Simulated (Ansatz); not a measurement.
# CH5Ga: molecular dynamics

The plan is to follow the molecule's vibrations and see whether its bonds hold. The start is relaxed first. Runs: 300 steps of 1 fs under a Nosé-Hoover thermostat at 300 K.

All numbers below are computed with Ansatz 0.2.0 (RHF/def2-TZVP).

## 1. The structure to begin with

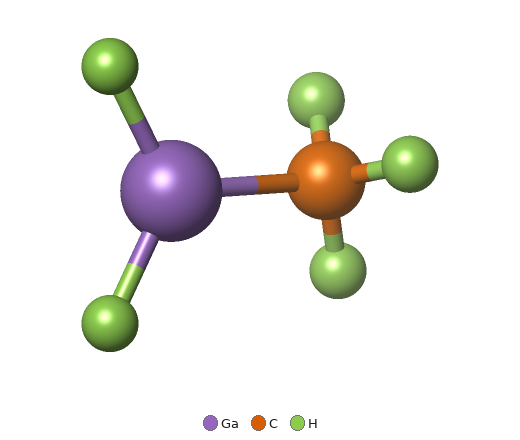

Start, viewed from a chosen angle; gallium purple, carbon orange, hydrogen green.

Coordinates:

```xyz
7

Ga    0.0000    0.0000    0.0000
C     0.0000    0.0000    1.9800
H    -0.9996   -0.3092    2.3505
H     0.7676   -0.7111    2.3505
H     0.2320    1.0203    2.3505
H     1.3596    0.0000   -0.7850
H    -1.3596    0.0000   -0.7850
```

## 2. Preparing the start

Input file input.yaml:

```yaml
crystal:
  periodic: [false, false, false]
  atoms:
    - { symbol: Ga, position_ang: [0.0, 0.0, 0.0] }
    - { symbol: C, position_ang: [0.0, 0.0, 1.98] }
    - { symbol: H, position_ang: [-0.9996, -0.3092, 2.3505] }
    - { symbol: H, position_ang: [0.7676, -0.7111, 2.3505] }
    - { symbol: H, position_ang: [0.232, 1.0203, 2.3505] }
    - { symbol: H, position_ang: [1.3596, 0.0, -0.785] }
    - { symbol: H, position_ang: [-1.3596, 0.0, -0.785] }
basis:
  gaussian: { orbitals: def2-TZVP }
hamiltonian:
  xc: hf
relax:
  f_tol: 0.02
  max_steps: 40
```

Run with:

```bash
$ ansatz run input.yaml --threads 1 --pin off --max-ram 2048MiB --backend cpu --events-out ev --progress --plain --runs-dir out
```

The log of the run, shortened:

```text
Warning: RAYON_NUM_THREADS=1 ignored (pool sized by the plan → 1); use --threads N
[...]
Functional definition: HF
[...]
935 factors; their error is unknown
[...]
mean field -53443.70834317 eV, -1964.0200561651 hartree, gradient 1.3e-5 eV, S^2 0.000000; 0 other end points of the search recorded, 0 dependent functions left out
[...]
reference -53443.70834317 eV, -1964.0200561651 hartree; 21, 21 occupied and 88, 88 virtual orbitals, 935 factors
relax step   1: F+E_penalty+E_count = -53443.70834317 eV  Δ(F+E_penalty+E_count) = +0.000e0 eV  max|allowed force component| = 8.607e-1 eV/Å  Δτ_max = 0.0000 Å  (31 SCF iters, accepted)
[...]
relax step   3: F+E_penalty+E_count = -53443.75575891 eV  Δ(F+E_penalty+E_count) = -2.816e-3 eV  max|allowed force component| = 7.373e-2 eV/Å  Δτ_max = 0.0148 Å  (30 SCF iters, accepted)
[...]
relax step   4: F+E_penalty+E_count = -53443.75593148 eV  Δ(F+E_penalty+E_count) = -1.726e-4 eV  max|allowed force component| = 6.242e-3 eV/Å  Δτ_max = 0.0036 Å  (30 SCF iters, accepted)
935 factors; their error is unknown
mean field -53443.75593148 eV, -1964.0218050031 hartree, gradient 9.1e-6 eV, S^2 0.000000; 1 other end points of the search recorded, 0 dependent functions left out
[...]
reference -53443.75593148 eV, -1964.0218050031 hartree; 21, 21 occupied and 88, 88 virtual orbitals, 935 factors
Total energy: -53443.75593148 eV, -1964.0218050031 hartree
Atom 0 at    -0.005788    -0.004890    -0.005731 Å, force    -0.003348    -0.005674    -0.005958 eV/Å
Atom 1 at    -0.007549    -0.013003     1.982343 Å, force     0.000937    -0.000996     0.005312 eV/Å
Atom 2 at    -0.969398    -0.297019     2.391984 Å, force    -0.005186    -0.000740    -0.001575 eV/Å
Atom 3 at     0.750888    -0.683429     2.372584 Å, force     0.005519    -0.002537     0.000440 eV/Å
Atom 4 at     0.228900     0.983494     2.348028 Å, force     0.002233     0.006242     0.001812 eV/Å
Atom 5 at     1.361467     0.007019    -0.802167 Å, force     0.000890     0.001735     0.002076 eV/Å
Atom 6 at    -1.358520     0.007828    -0.825541 Å, force    -0.001044     0.001970    -0.002107 eV/Å
Dipole moment:    -0.000968    -0.001398     0.131825 e Å
```

It took 7.6 s on 1 thread of Arm Neoverse V1, shared host; peak memory 0.18 GiB.

Step by step:

```tsv
step	energy from step 1 (eV)	largest force component (eV/Å)
1	0.0000	0.8607
2	-0.0446	0.3123
3	-0.0474	0.0737
4	-0.0476	0.0062
```

Step 1 is the start.

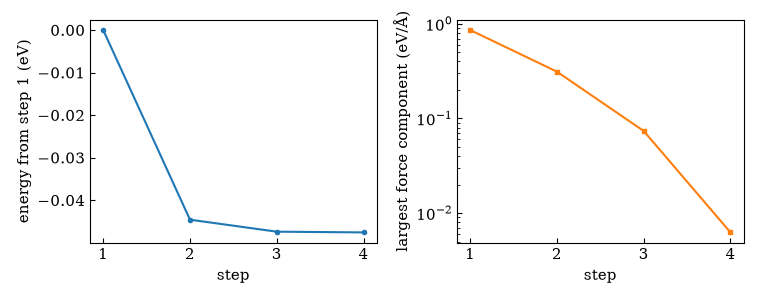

Energy and largest force along the relaxation.

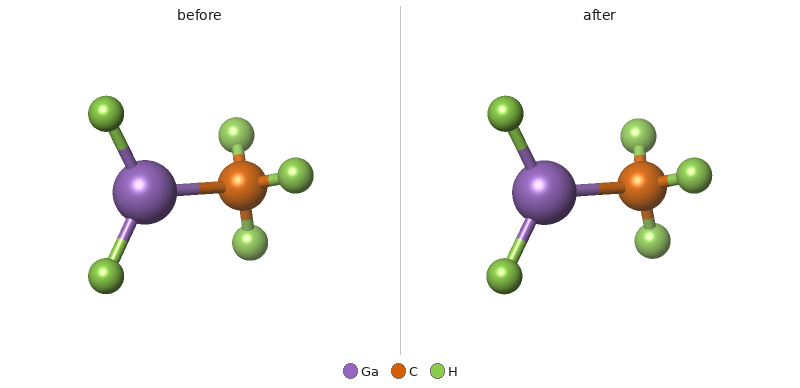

The structure before (left) and after (right), drawn at the same scale.

After: Bond lengths: Ga1–C2 1.988 Å, C2–H3 1.083 Å, C2–H4 1.085 Å, C2–H5 1.087 Å, Ga1–H6 1.582 Å, Ga1–H7 1.582 Å. Angles: Ga1–C2–H3 112.3°, Ga1–C2–H4 111.2°, Ga1–C2–H5 109.4°, H3–C2–H4 108.8°, H3–C2–H5 107.8°, H4–C2–H5 107.1°, C2–Ga1–H6 120.3°, C2–Ga1–H7 121.2°, H6–Ga1–H7 118.6°.

## 3. The run

300 steps of 1 fs under a Nosé-Hoover thermostat at 300 K, from the relaxed start.

Input file input.yaml:

```yaml
crystal:
  periodic: [false, false, false]
  atoms:
    - { symbol: Ga, position_ang: [-0.005788, -0.00489, -0.005731] }
    - { symbol: C, position_ang: [-0.007549, -0.013003, 1.982343] }
    - { symbol: H, position_ang: [-0.969398, -0.297019, 2.391984] }
    - { symbol: H, position_ang: [0.750888, -0.683429, 2.372584] }
    - { symbol: H, position_ang: [0.2289, 0.983494, 2.348028] }
    - { symbol: H, position_ang: [1.361467, 0.007019, -0.802167] }
    - { symbol: H, position_ang: [-1.35852, 0.007828, -0.825541] }
basis:
  gaussian: { orbitals: def2-TZVP }
hamiltonian:
  xc: hf
md:
  timestep: 1.0
  n_steps: 300
  ensemble: nvt_nose_hoover
  temperature: 300.0
  initial_velocities: maxwell_boltzmann
  seed: 627803
```

Run with:

```bash
$ ansatz run input.yaml --threads 1 --pin off --max-ram 2048MiB --backend cpu --events-out ev --progress --plain --runs-dir out
```

The log of the run, shortened:

```text
Warning: RAYON_NUM_THREADS=1 ignored (pool sized by the plan → 1); use --threads N
[...]
Functional definition: HF
[...]
935 factors; their error is unknown
[...]
mean field -53443.75593148 eV, -1964.0218050032 hartree, gradient 1.3e-5 eV, S^2 0.000000; 0 other end points of the search recorded, 0 dependent functions left out
[...]
reference -53443.75593148 eV, -1964.0218050032 hartree; 21, 21 occupied and 88, 88 virtual orbitals, 935 factors
md step     0: t =     0.00 fs  T =   300.0 K  F+E_penalty+E_count = -53443.75593148 eV  E_kin = 0.193890 eV  conserved = -53443.56204149 eV  (31 SCF iters)
[...]
md step    20: t =    20.00 fs  T =   166.2 K  F+E_penalty+E_count = -53443.66539744 eV  E_kin = 0.107438 eV  conserved = -53443.55971498 eV  (28 SCF iters)
[...]
md step    40: t =    40.00 fs  T =   201.3 K  F+E_penalty+E_count = -53443.68094525 eV  E_kin = 0.130108 eV  conserved = -53443.55847125 eV  (29 SCF iters)
[...]
md step    60: t =    60.00 fs  T =   178.1 K  F+E_penalty+E_count = -53443.65428935 eV  E_kin = 0.115124 eV  conserved = -53443.55732198 eV  (28 SCF iters)
[...]
md step    80: t =    80.00 fs  T =    81.3 K  F+E_penalty+E_count = -53443.57134834 eV  E_kin = 0.052522 eV  conserved = -53443.55353963 eV  (29 SCF iters)
md step    81: t =    81.00 fs  T =   176.9 K  F+E_penalty+E_count = -53443.63652368 eV  E_kin = 0.114352 eV  conserved = -53443.55761043 eV  (29 SCF iters)
md step    82: t =    82.00 fs  T =   265.4 K  F+E_penalty+E_count = -53443.69552053 eV  E_kin = 0.171509 eV  conserved = -53443.56070678 eV  (28 SCF iters)
```

## 4. The log goes on: dynamics from the start

The log, continued, shortened:

```text
md step    83: t =    83.00 fs  T =   276.7 K  F+E_penalty+E_count = -53443.70065043 eV  E_kin = 0.178849 eV  conserved = -53443.56004426 eV  (28 SCF iters)
[...]
md step   108: t =   108.00 fs  T =   338.2 K  F+E_penalty+E_count = -53443.71167282 eV  E_kin = 0.218598 eV  conserved = -53443.56063427 eV  (28 SCF iters)
[...]
md step   133: t =   133.00 fs  T =   318.4 K  F+E_penalty+E_count = -53443.66145117 eV  E_kin = 0.205799 eV  conserved = -53443.55882434 eV  (29 SCF iters)
[...]
md step   158: t =   158.00 fs  T =   319.3 K  F+E_penalty+E_count = -53443.63018852 eV  E_kin = 0.206356 eV  conserved = -53443.55715155 eV  (28 SCF iters)
[...]
md step   183: t =   183.00 fs  T =   285.9 K  F+E_penalty+E_count = -53443.58486027 eV  E_kin = 0.184789 eV  conserved = -53443.55515428 eV  (28 SCF iters)
md step   184: t =   184.00 fs  T =   302.3 K  F+E_penalty+E_count = -53443.59552505 eV  E_kin = 0.195362 eV  conserved = -53443.55606316 eV  (28 SCF iters)
md step   185: t =   185.00 fs  T =   279.0 K  F+E_penalty+E_count = -53443.57971063 eV  E_kin = 0.180348 eV  conserved = -53443.55605403 eV  (28 SCF iters)
```

## 5. The log goes on: dynamics from the start

The log, continued, shortened:

```text
md step   186: t =   186.00 fs  T =   218.2 K  F+E_penalty+E_count = -53443.53779669 eV  E_kin = 0.141017 eV  conserved = -53443.55413721 eV  (28 SCF iters)
[...]
md step   207: t =   207.00 fs  T =   243.0 K  F+E_penalty+E_count = -53443.54105105 eV  E_kin = 0.157022 eV  conserved = -53443.55441822 eV  (28 SCF iters)
[...]
md step   228: t =   228.00 fs  T =   168.3 K  F+E_penalty+E_count = -53443.47779671 eV  E_kin = 0.108758 eV  conserved = -53443.55035539 eV  (28 SCF iters)
[...]
md step   249: t =   249.00 fs  T =   305.2 K  F+E_penalty+E_count = -53443.55994267 eV  E_kin = 0.197231 eV  conserved = -53443.55314689 eV  (28 SCF iters)
[...]
md step   299: t =   299.00 fs  T =   453.4 K  F+E_penalty+E_count = -53443.64102830 eV  E_kin = 0.293042 eV  conserved = -53443.55720387 eV  (28 SCF iters)
[...]
md step   300: t =   300.00 fs  T =   414.5 K  F+E_penalty+E_count = -53443.61280145 eV  E_kin = 0.267875 eV  conserved = -53443.55462680 eV  (52 SCF iters)
Total energy: -53443.61280145 eV, -1964.0165450715 hartree
Atom 0 at    -0.005951    -0.003720    -0.002474 Å, force     0.791909     0.083821    -0.902883 eV/Å
Atom 1 at     0.004315    -0.009558     1.964944 Å, force    -1.714474    -1.438455     1.089511 eV/Å
Atom 2 at    -1.059775     0.043204     2.344410 Å, force     1.209009    -0.131191    -0.536056 eV/Å
Atom 3 at     0.432929    -0.929274     2.430432 Å, force    -0.292677     0.675061    -0.653085 eV/Å
Atom 4 at     0.503544     0.801998     2.413330 Å, force     0.742923     0.984399     0.304884 eV/Å
Atom 5 at     1.326709     0.383239    -0.924476 Å, force    -0.788712    -0.203736     0.644125 eV/Å
Atom 6 at    -1.320146    -0.403218    -0.796767 Å, force     0.052022     0.030101     0.053504 eV/Å
Dipole moment:    -0.023569     0.007282     0.188030 e Å
```

It took 6.9 min on 1 thread of Arm Neoverse V1, shared host; peak memory 0.18 GiB.

## 6. What the atoms did

The trajectory, every 12 steps (energies from step 0):

```tsv
time (fs)	T (K)	potential energy change (meV/atom)	conserved energy change (meV/atom)
0.0	300	0.0	0.00
12.0	76	21.8	0.96
24.0	196	10.6	0.57
36.0	179	12.4	0.32
48.0	148	16.6	0.86
60.0	178	14.5	0.67
72.0	177	15.8	0.38
84.0	225	13.4	0.83
96.0	92	27.7	1.03
108.0	338	6.3	0.20
120.0	86	33.3	1.43
132.0	265	18.5	0.77
144.0	234	23.3	0.60
156.0	194	29.9	1.40
168.0	234	27.6	1.14
180.0	228	29.3	0.81
192.0	338	20.8	1.19
204.0	150	39.4	1.37
216.0	376	18.7	0.67
228.0	168	39.7	1.67
240.0	304	27.5	1.15
252.0	210	37.0	1.32
264.0	333	26.0	0.97
276.0	328	27.5	1.37
288.0	262	34.0	1.17
300.0	414	20.4	1.06
```

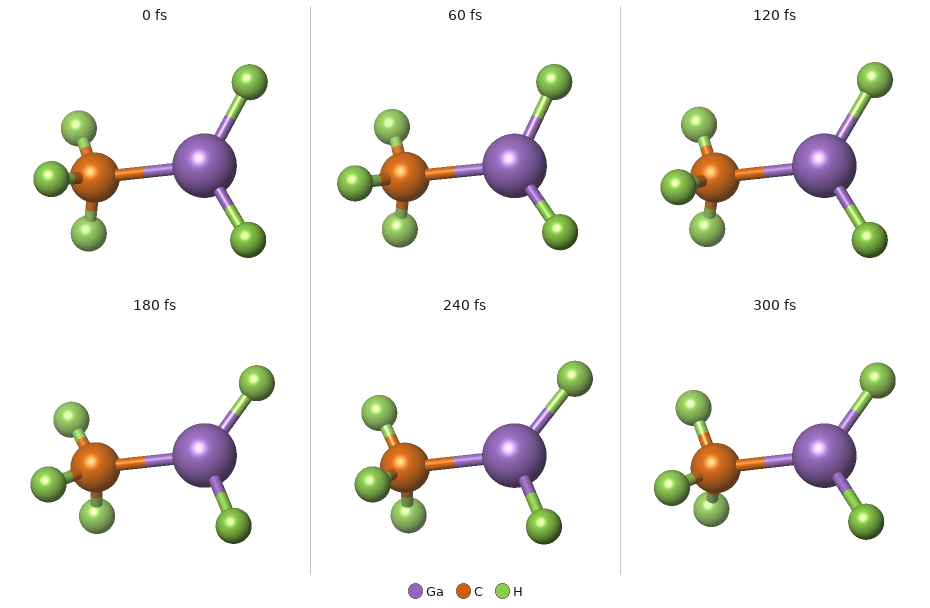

The system at six times, viewed from a chosen angle. Sticks join atoms within a bonding distance in each frame.

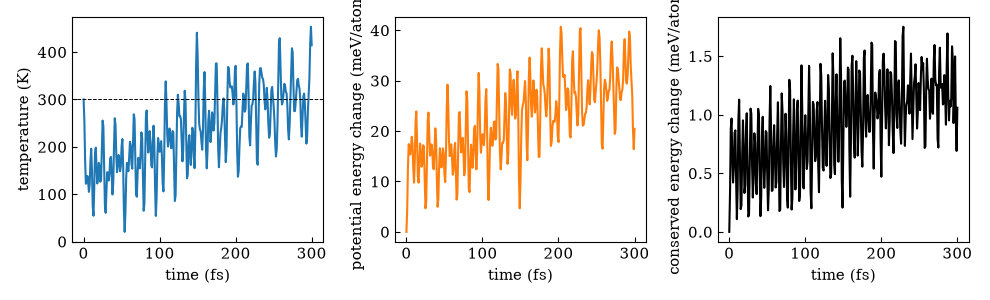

Traces against time; each panel has its own scale. The dashed line is the set temperature.

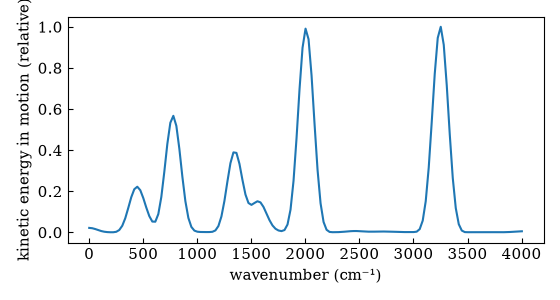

Power spectrum of the mass-weighted velocities; a run of 300 fs resolves no finer than about 220 cm⁻¹.

Maxima of the velocity power spectrum (cm⁻¹, relative height; resolution about 220 cm⁻¹): 780 (57), 1330 (39), 2000 (99), 3250 (100).

## 7. Snapshots as a file

Extended XYZ, with forces in eV/Å:

```xyz
7
time_fs=38.0 T=99 dE=0.1439
Ga   -0.006   -0.002   -0.007   -0.350   -0.455   -0.548
C    -0.009   -0.032    1.993    1.179    2.008   -0.690
H    -0.956   -0.245    2.392   -1.118   -0.158    0.545
H     0.729   -0.669    2.437    0.335   -0.339    0.038
H     0.286    1.030    2.269   -0.484   -1.279   -0.114
H     1.406    0.020   -0.800   -0.499    0.083    0.208
H    -1.429   -0.071   -0.877    0.937    0.140    0.561
7
time_fs=75.0 T=184 dE=0.1110
Ga   -0.006    0.001   -0.005   -0.340   -0.840   -0.107
C    -0.004   -0.027    1.976   -1.036   -1.468    0.480
H    -1.020   -0.207    2.407    1.001    0.121   -0.467
H     0.706   -0.726    2.454   -0.426    0.315   -0.534
H     0.291    0.936    2.268    0.414    1.427    0.635
H     1.347   -0.019   -0.795    0.189    0.205   -0.128
H    -1.367   -0.194   -0.824    0.198    0.240    0.121
7
time_fs=112.0 T=218 dE=0.1331
Ga   -0.008   -0.003   -0.006    0.647   -0.267    1.064
C    -0.002   -0.032    1.984   -0.373    1.942   -0.186
H    -0.992   -0.135    2.408   -0.014   -0.188    0.006
H     0.657   -0.753    2.408    0.477   -0.332    0.280
H     0.340    1.007    2.268   -0.134   -1.233   -0.095
H     1.338    0.120   -0.743    0.650    0.120   -0.335
H    -1.258   -0.133   -0.822   -1.253   -0.043   -0.735
7
time_fs=150.0 T=393 dE=0.0696
Ga   -0.006   -0.004   -0.007    0.422    0.090   -0.214
C    -0.011   -0.012    1.987    1.553    1.181    0.045
H    -0.971   -0.138    2.382   -1.412   -0.307    0.450
H     0.623   -0.801    2.373    0.082   -0.104   -0.023
H     0.378    0.938    2.435   -0.215   -0.814   -0.629
H     1.372    0.177   -0.854   -0.501   -0.062    0.350
H    -1.358   -0.203   -0.812    0.071    0.017    0.021
7
time_fs=188.0 T=196 dE=0.2366
Ga   -0.007   -0.009   -0.003   -0.327    0.588   -1.091
C    -0.008    0.014    1.982   -0.785   -2.878   -0.702
H    -1.042   -0.131    2.360    1.086    0.168    0.040
H     0.645   -0.869    2.240   -0.965    0.734    0.003
H     0.483    0.831    2.389    0.543    1.665    0.721
H     1.397    0.312   -0.779   -0.582   -0.266    0.261
H    -1.391   -0.185   -0.950    1.029   -0.012    0.768
7
time_fs=225.0 T=359 dE=0.1478
Ga   -0.003   -0.009   -0.006   -1.035    0.545    0.261
C    -0.008    0.010    1.979   -0.627    1.141    0.799
H    -1.026   -0.101    2.382    0.423    0.263   -0.267
H     0.501   -0.854    2.308    0.735   -1.125    0.379
H     0.492    0.854    2.525   -0.567   -0.680   -0.955
H     1.230    0.375   -0.822    0.809    0.031   -0.433
H    -1.373   -0.208   -0.821    0.262   -0.175    0.216
7
time_fs=262.0 T=296 dE=0.2070
Ga   -0.009   -0.006   -0.008    0.423    0.335    1.334
C     0.002    0.007    1.997    0.939   -1.431   -0.904
H    -0.963   -0.035    2.403   -1.353   -0.008    0.536
H     0.486   -0.985    2.252   -0.175    1.475    0.046
H     0.507    0.869    2.401    0.462   -0.205    0.154
H     1.301    0.331   -0.707    0.921    0.218   -0.481
H    -1.179   -0.345   -0.879   -1.217   -0.384   -0.685
7
time_fs=300.0 T=414 dE=0.1431
Ga   -0.006   -0.004   -0.003    0.792    0.084   -0.903
C     0.004   -0.010    1.965   -1.714   -1.438    1.089
H    -1.060    0.043    2.344    1.209   -0.131   -0.536
H     0.433   -0.929    2.430   -0.293    0.675   -0.653
H     0.503    0.802    2.413    0.743    0.984    0.305
H     1.327    0.383   -0.924   -0.789   -0.204    0.644
H    -1.320   -0.403   -0.797    0.052    0.030    0.053
```

## 8. Results

| quantity | value |
| --- | --- |
| relaxation of the start | 3 moves, 0.048 eV lower |
| length | 300 steps of 1 fs |
| temperature, first and last step | 300 and 414 K |
| temperature, second half | mean 286 K, from 137 to 453 K |
| potential energy, second half | +28 meV/atom from the start |
| largest change of the conserved energy | 1.75 meV/atom |
| bonds formed or broken | 0 |

In words: Against a set 300 K the second half averages 286 K with a spread of 64 K. The conserved energy strays from its start by at most 1.75 meV/atom, 8.1 % of the mean kinetic energy, which is poor: the step of 1 fs is too long for the fastest motion. The bonds all hold. Averages from a run of 300 fs with 7 atoms are rough. The nuclei move classically, without zero-point motion, which matters most for hydrogen.
